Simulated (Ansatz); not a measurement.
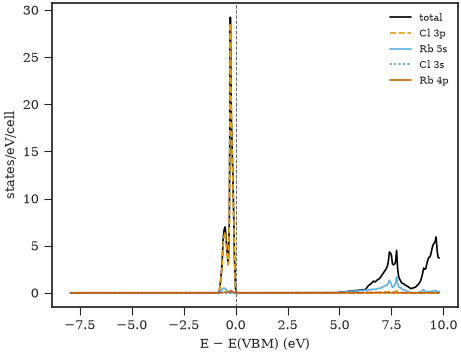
Figure: Total and projected density of states of RbCl (rock salt, space group No. 225), PBE in the plane-wave PAW code Ansatz

Task: Which orbitals carry the states next to the gap?

Result: Top 1 eV of the valence band: Cl 3p 96 %. Bottom 1 eV of the conduction band: Rb 5s 79 %, Cl 3s 12 %. Projections are on Löwdin-orthogonalised atomic valence shells; empty p or d shells of many metals are not among them.

Space group Fm-3m (rock salt). Symmetry was held in the PBE relaxation. Scalar-relativistic: spin–orbit coupling is off unless named, which matters more the heavier the elements.

Potentials: the later of the program's two PAW sets.
